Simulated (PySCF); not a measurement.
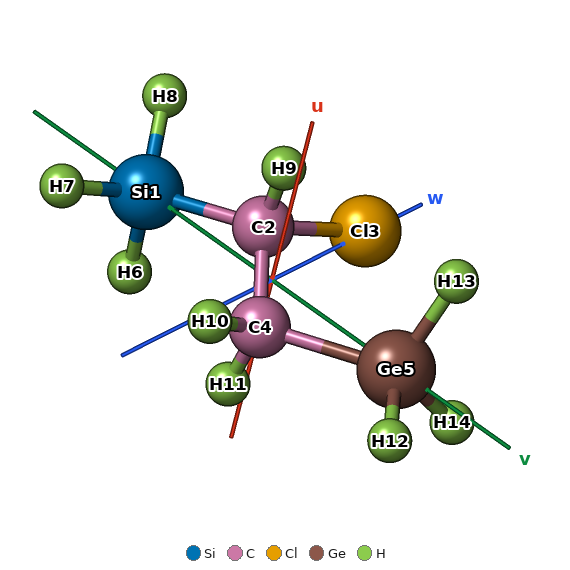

The lines u, v and w are the principal axes of the static dipole polarisability. The computed structure is the end point of a GFN2-xTB optimisation. No frequency run is at hand to confirm it as a minimum. Method: PBE0/def2-SVPD (PySCF 2.14.0).

Along which axis is the molecule most polarisable, and along which least?

Most along v (close to the long direction Si1···Ge5), least along u.

Give the three principal values.

u 80.1, v 116.6, w 93.4 bohr³; mean 96.7, anisotropy 32.0 bohr³.

The geometry is semi-empirical. Around Ge, Si such bond lengths and angles can be off by a tenth of an ångström or more and by several degrees, and values that hang on the shape move with them.
